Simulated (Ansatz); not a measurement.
## BH3O− (SMILES [BH2-]O): where methods fail along a bond

BH3O− has 5 atoms, charge -1, and is taken as a doublet. As SMILES, `[BH2-]O`. Geometry: relaxed at GFN2-xTB.

```xyz
5

B    -0.5585   -0.2342    0.1803
O     0.2551    1.0547    0.2802
H     0.0337   -1.2073    0.7350
H    -0.8234   -0.5301   -1.0227
H     1.0931    0.9170   -0.1729
```

The B1–O2 distance is scanned; the parts on either side stay rigid. Basis STO-3G, 2 core orbitals frozen in the correlated methods; program Ansatz 0.2.0. FCI is exact within this basis and core. Energies in eV from each method's value at 1.527 Å; open shells run as named. The set has no diffuse functions, which an anion needs. The shape above is that at 1.527 Å.

```tsv
distance (Å)	USVWN5	U-r2SCAN	UBHLYP	UCCSD	UCCSDT	FCI
1.527	0.00	0.00	0.00	0.00	0.00	0.00
1.909	1.50	1.39	1.61	1.49	1.47	1.47
2.291	3.38	3.23	3.74	3.52	3.47	3.47
3.055	5.46	4.93	5.65	5.59	5.56	5.56
3.819	5.76	5.17	6.04	5.77	5.79	5.79
```

Departure from the FCI curve at its largest: USVWN5 -0.10 eV at 3.06 Å; U-r2SCAN -0.63 eV at 3.06 Å; UBHLYP +0.26 eV at 2.29 Å; UCCSD +0.04 eV at 2.29 Å; UCCSDT within 0.005 eV. For the functionals part of the departure is owed to the small basis.

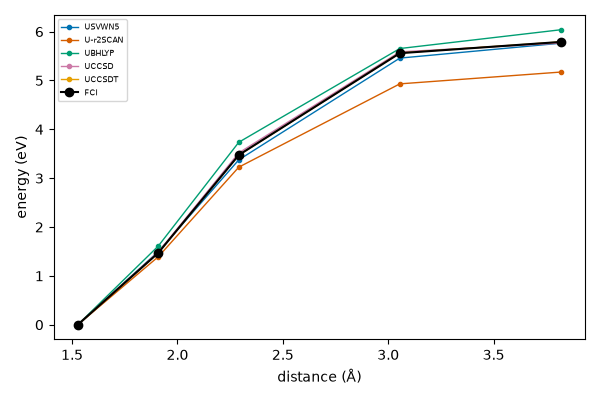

The curves of the table.
